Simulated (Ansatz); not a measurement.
# BH2N: the cost of one run

Method: the levels named in each step, in Ansatz 0.2.0.

### Step 1. The system as given

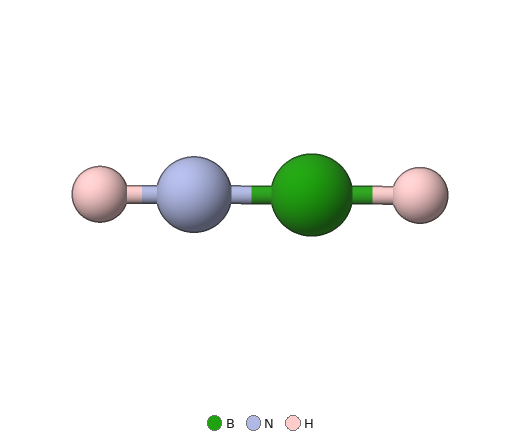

Start, viewed from a chosen angle; boron green, nitrogen light blue, hydrogen pink.

As a file:

```xyz
4

B     0.0000    0.0000   -0.5824
N     0.0000    0.0000    0.6576
H     0.0000    0.0000   -1.7222
H     0.0000    0.0000    1.6470
```

### Step 2. A rough first relaxation, PBE-D4/def2-SVP

This run stands in another session on the same molecule. It ended at:

```xyz
4

B     0.0000    0.0000   -0.5791
N     0.0000    0.0000    0.6709
H     0.0000    0.0000   -1.7682
H     0.0000    0.0000    1.6763
```

### Step 3. Relaxation, PBE0-D4/def2-TZVPP

This run stands in another session on the same molecule. It ended at:

```xyz
4

B     0.0000    0.0000   -0.5714
N     0.0000    0.0000    0.6614
H     0.0000    0.0000   -1.7423
H     0.0000    0.0000    1.6524
```

### Step 4. Relaxation, CCSD(T)/cc-pV(T+d)Z

The input, input.yaml:

```yaml
crystal:
  periodic: [false, false, false]
  atoms:
    - { symbol: B, position_ang: [0.0, 0.0, -0.5713908] }
    - { symbol: "N", position_ang: [0.0, 0.0, 0.66135318] }
    - { symbol: H, position_ang: [0.0, 0.0, -1.74231802] }
    - { symbol: H, position_ang: [0.0, 0.0, 1.65235563] }
basis:
  gaussian: { orbitals: "cc-pV(T+d)Z.json" }
correlation:
  method: ccsd_t
relax:
  f_tol: 0.002
  max_steps: 40
```

Launch:

```console
ansatz run input.yaml --threads 2 --pin off --max-ram 5120MiB --backend cpu --events-out ev --progress --plain --runs-dir out
```

**Question.** How long does this run take on 2 threads of Intel Xeon at 2.50GHz (Skylake/Cascade Lake), shared host, and how much memory does it need?

About 59 s, with a peak of 0.39 GiB.
